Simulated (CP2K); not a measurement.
# BHF2 (SMILES FBF): PM3

What is the vertical singlet–triplet gap of BHF2 at PM3? 

Program for the calculation: CP2K 2026.2.

3 further runs of the same task are left out: 1 that didn't finish, 2 set aside as unsound or not needed.

## 1. The molecule

BHF2: 4 atoms, total charge 0, spin state singlet. As SMILES, `FBF`. Geometry: relaxed at PBE0-D4/def2-TZVP.

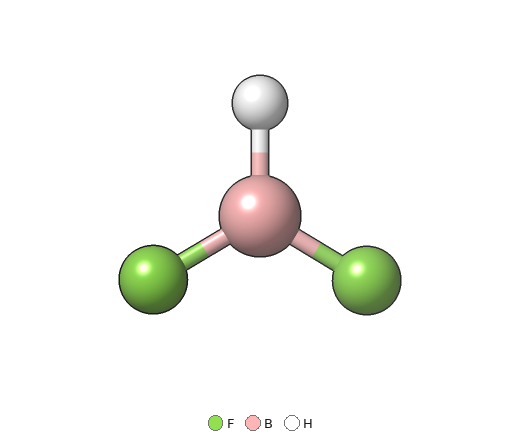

The structure, seen from a chosen angle (fluorine green, boron pink, hydrogen white).

## 2. The energy at PM3

Input file molecule.xyz:

```xyz
4

F      1.154300     0.456900    -0.361900
B     -0.001900    -0.031000     0.025200
F     -1.095400     0.528700    -0.438900
H     -0.057000    -0.954600     0.775600
```

Input file calc.inp:

```
&GLOBAL
  PROJECT calc
  RUN_TYPE ENERGY
  PRINT_LEVEL MEDIUM
&END GLOBAL
&FORCE_EVAL
  METHOD QUICKSTEP
  &DFT
    CHARGE 0
    MULTIPLICITY 1
    &QS
      METHOD PM3
      EPS_DEFAULT 1.0E-10
      &SE
        &COULOMB
          CUTOFF [angstrom] 50
          RC_RANGE [angstrom] 0
        &END COULOMB
        &EXCHANGE
          CUTOFF [angstrom] 50
          RC_RANGE [angstrom] 0
        &END EXCHANGE
      &END SE
    &END QS
    &POISSON
      PERIODIC NONE
      POISSON_SOLVER ANALYTIC
    &END POISSON
    # self-consistent field
    &SCF
      SCF_GUESS ATOMIC
      EPS_SCF 1.0E-06
      MAX_SCF 80
      ADDED_MOS 8
      &DIAGONALIZATION
        ALGORITHM STANDARD
      &END DIAGONALIZATION
      &MIXING
        METHOD DIRECT_P_MIXING
        ALPHA 0.4
      &END MIXING
    &END SCF
    # extra output
    &PRINT
      &MOMENTS
        PERIODIC F
        REFERENCE COM
        MAX_MOMENT 1
      &END MOMENTS
      &MO ON
        ENERGIES T
        OCCUPATION_NUMBERS T
        NDIGITS 6
        &EACH
          QS_SCF 0
        &END EACH
        ADD_LAST NUMERIC
      &END MO
      &HIRSHFELD OFF
      &END HIRSHFELD
    &END PRINT
  &END DFT
  # structure
  &SUBSYS
    # vacuum box
    &CELL
      ABC [angstrom] 14.2 13.5 13.2
      PERIODIC NONE
    &END CELL
    &TOPOLOGY
      COORD_FILE_NAME molecule.xyz
      COORD_FILE_FORMAT XYZ
      &CENTER_COORDINATES
      &END CENTER_COORDINATES
    &END TOPOLOGY
  &END SUBSYS
&END FORCE_EVAL
```

Started as:

```
$ OMP_NUM_THREADS=1 cp2k.psmp calc.inp > calc.out
```

Output:

```text
CP2K| version string:                                       CP2K version 2026.2
[...]
 GLOBAL| Method name                                                        CP2K
[...]
 GLOBAL| Run type                                                         ENERGY
[...]
 *** WARNING in qs_environment.F:2210 :: More added MOs requested than     ***
 *** available. The full set of unoccupied MOs will be used. Use           ***
 *** 'ADDED_MOS -1' to always use all available MOs and to get rid of this ***
[...]
                             - Atoms:                                          4
[...]
                             - Spherical basis functions:                     13
[...]
 Number of electrons:                                                         18
[...]
     1 P_Mix/Diag. 0.40E+00    0.0     0.64894966       -32.8332493282 -3.28E+01
[...]
    15 DIIS/Diag.  0.22E-06    0.0     0.00000051       -35.1713670831 -4.95E-11
  *** SCF run converged in    15 steps ***
  Core-core repulsion energy [eV]:                            694.92434821653376
  Core Hamiltonian energy [eV]:                             -1660.08414939150111
  Two-electron integral energy [eV]:                           16.19646143274059
  Electronic energy [eV]:                                   -1651.98591867513073
  Total energy [eV]:                                         -957.06157045859698
  Atomic reference energy [eV]:                               949.99965258749171
  Heat of formation [kcal/mol]:                              -162.85170775427491
[...]
 SE_DIPOLE| Moment [Debye]          0.03371489       0.55471106      -0.45077403
 SE_DIPOLE| Derivative [a.u.]       0.00000000       0.00000000       0.00000000
 ENERGY| Total FORCE_EVAL ( QS ) energy [hartree]            -35.171367083118895
[...]
```

Run time: 0.28 s. Hardware: 1 thread of Arm Neoverse V1, shared host.

## 3. The triplet at the same level

molecule.xyz is that of step 2.

Input file run.inp:

```
&GLOBAL
   PROJECT run
   RUN_TYPE ENERGY
   PRINT_LEVEL MEDIUM
&END

&FORCE_EVAL
   METHOD QUICKSTEP
   &DFT
      MULTIPLICITY 3
      UKS T
      &QS
         METHOD PM3
         EPS_DEFAULT 1.0E-10
         &SE
            &COULOMB
               CUTOFF [angstrom] 50
               RC_RANGE [angstrom] 0
            &END
            &EXCHANGE
               CUTOFF [angstrom] 50
               RC_RANGE [angstrom] 0
            &END
         &END
      &END
      &POISSON
         PERIODIC NONE
         POISSON_SOLVER ANALYTIC
      &END
      &SCF
         SCF_GUESS ATOMIC
         EPS_SCF 1.0E-06
         MAX_SCF 80
         ADDED_MOS 8
         &DIAGONALIZATION
            ALGORITHM STANDARD
         &END
         &MIXING
            METHOD DIRECT_P_MIXING
            ALPHA 0.4
         &END
      &END
      &PRINT
         &MOMENTS
            PERIODIC F
            REFERENCE COM
            MAX_MOMENT 1
         &END
         &MO ON
            ENERGIES T
            OCCUPATION_NUMBERS T
            NDIGITS 6
            &EACH
               QS_SCF 0
            &END
            ADD_LAST NUMERIC
         &END
         &HIRSHFELD OFF
         &END
      &END
   &END
   &SUBSYS
      &CELL
         ABC 14.2 13.5 13.2
         PERIODIC NONE
      &END
      &TOPOLOGY
         COORD_FILE_NAME molecule.xyz
         COORD_FILE_FORMAT XYZ
         &CENTER_COORDINATES
         &END
      &END
   &END
&END
```

Started as:

```
$ OMP_NUM_THREADS=1 cp2k.psmp run.inp > run.out
```

Output:

```text
CP2K| version string:                                       CP2K version 2026.2
[...]
 GLOBAL| Method name                                                        CP2K
[...]
 GLOBAL| Run type                                                         ENERGY
[...]
 *** WARNING in qs_environment.F:2191 :: More ADDED_MOs requested for beta ***
 *** spin than available.                                                  ***
 *** WARNING in qs_environment.F:2210 :: More added MOs requested than     ***
 *** available. The full set of unoccupied MOs will be used. Use           ***
 *** 'ADDED_MOS -1' to always use all available MOs and to get rid of this ***
[...]
                             - Atoms:                                          4
[...]
                             - Spherical basis functions:                     13
[...]
 Number of electrons:                                                         10
[...]
     1 P_Mix/Diag. 0.40E+00    0.0     0.45847110       -32.8332493282 -3.28E+01
[...]
    14 DIIS/Diag.  0.12E-06    0.0     0.00000053       -34.9913381071 -1.35E-10
  *** SCF run converged in    14 steps ***
  Core-core repulsion energy [eV]:                            694.92434821653376
  Core Hamiltonian energy [eV]:                             -1645.43378706079784
  Two-electron integral energy [eV]:                           -3.30658808400103
  Electronic energy [eV]:                                   -1647.08708110279827
  Total energy [eV]:                                         -952.16273288626462
  Atomic reference energy [eV]:                               949.99965258749171
  Heat of formation [kcal/mol]:                               -49.88182064621622
[...]
 SE_DIPOLE| Moment [Debye]          0.12449918       2.07624593      -1.68690305
 SE_DIPOLE| Derivative [a.u.]       0.00000000       0.00000000       0.00000000
 ENERGY| Total FORCE_EVAL ( QS ) energy [hartree]            -34.991338107078704
[...]
```

It took 0.28 s on 1 thread of Arm Neoverse V1, shared host.

## 4. Summary of results

At PM3:

```
                                        quantity            value
                           singlet: total energy     -35.17137 Eh
                          singlet: dipole moment           0.72 D
                            singlet: HOMO energy        -13.07 eV
                            singlet: LUMO energy         -0.03 eV
                          singlet: HOMO–LUMO gap         13.03 eV
                      singlet: heat of formation  -162.9 kcal/mol
                           triplet: total energy     -34.99134 Eh
                          triplet: dipole moment           2.68 D
     triplet: HOMO energy (highest over α and β)         -8.13 eV
      triplet: LUMO energy (lowest over α and β)         -4.85 eV
                      triplet: heat of formation   -49.9 kcal/mol
vertical energy of the triplet above the singlet         4.899 eV
```

In words: At this shape the triplet lies 4.90 eV (473 kJ/mol) above the singlet.
